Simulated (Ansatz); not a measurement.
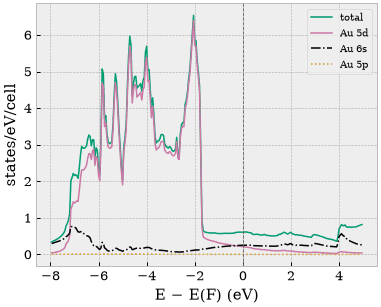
Total and projected density of states of Au (hcp (Mg type), P6_3/mmc), PBEsol in the plane-wave PAW code Ansatz

Task: Which orbitals carry the states next to the Fermi level?

Result: Within 0.5 eV of the Fermi level: Au 6s 42 %, Au 5d 35 %, outside the projected shells 23 %. Projections are on Löwdin-orthogonalised atomic valence shells; empty p or d shells of many metals are not among them.

Task: Where is the tallest occupied peak in this window, and what makes it?

Result: Near -2.1 eV, about 6.5 states/eV per cell; the largest projected share is Au 5d.

The first step of the workflow began from a Materials Project structure, measured or hypothetical; the Crystallography Open Database files this formula in space group No. 194, but the cells were not matched. It is not the phase usual at ambient conditions (space group No. 225). The cell was relaxed with PBEsol under the symmetry of its start; its stability against distortions is not shown here. Scalar-relativistic: spin–orbit coupling is off unless named, which matters more the heavier the elements.

Potentials: the later of the program's two PAW sets.
